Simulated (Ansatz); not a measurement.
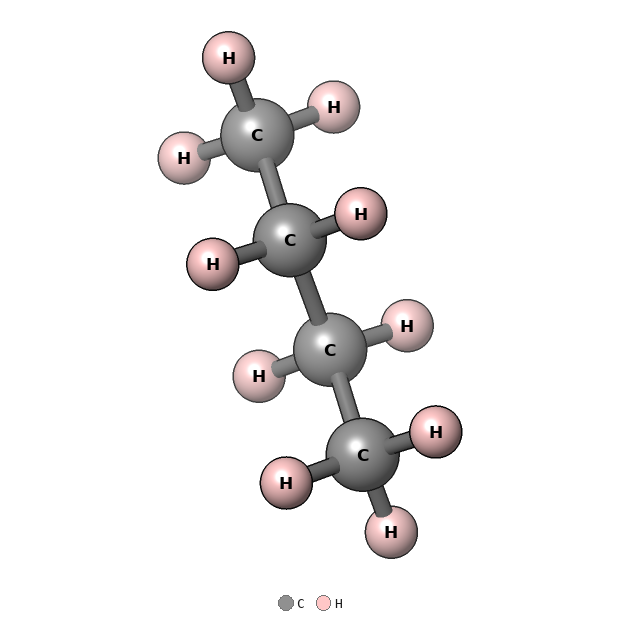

Simulated data, not a measurement (program: Ansatz).

Orthographic view. Distant atoms are faded towards the background colour. Geometry: a fixed input geometry, not necessarily a minimum.

Write the InChI string.

Answer. InChI=1S/C4H10/c1-3-4-2/h3-4H2,1-2H3
